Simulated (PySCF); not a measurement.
SMILES c1[c](cc(F)cc1)[GeH3] (C₆H₇FGe) at its GFN2-xTB optimised geometry (Å):

```
15

F     -2.0290    -2.2589    -0.0004
C     -1.3734    -1.0773     0.0000
C     -2.1081     0.0948    -0.0001
C     -1.4250     1.2982     0.0006
C     -0.0411     1.3144     0.0007
C      0.6895     0.1326     0.0000
Ge     2.6431     0.1470    -0.0019
C      0.0070    -1.0773     0.0000
H     -3.1858     0.0543    -0.0008
H     -1.9773     2.2263     0.0009
H      0.4866     2.2589     0.0011
H      3.1803    -0.5654    -1.2000
H      3.1858    -0.5517     1.2020
H      3.1437     1.5531    -0.0122
H      0.5431    -2.0159    -0.0001
```

Calculation: CAM-B3LYP/def2-TZVP (PySCF).

Map of the electron localisation function on the plane z = 1.2 Å:

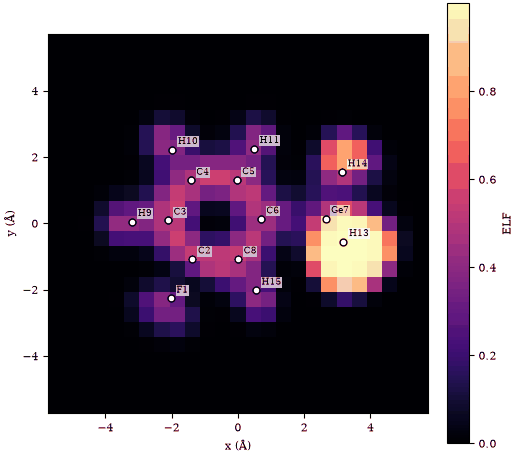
Fig. 1. Electron localisation function on the plane z = 1.2 Å.
